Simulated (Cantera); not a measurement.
Feed: 1 mol Cu, 3 mol HF, at 0.0465 Torr.

Equilibrium computed with Cantera from the NASA thermochemical tables; the gas is ideal and each condensed phase is pure. Candidate condensed phases: Cu, CuF₂; 15 gas species. Rates play no part.

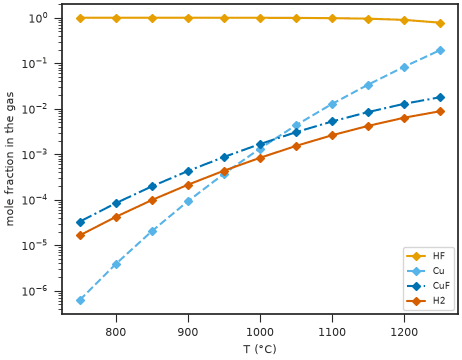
Figure: Equilibrium gas composition (values under 1e-9 drawn at 1e-9)

Question: Read off the mole fractions at 1200 °C.

Answer: HF about 0.90, Cu about 0.083, CuF about 0.013, H₂ about 0.0063.
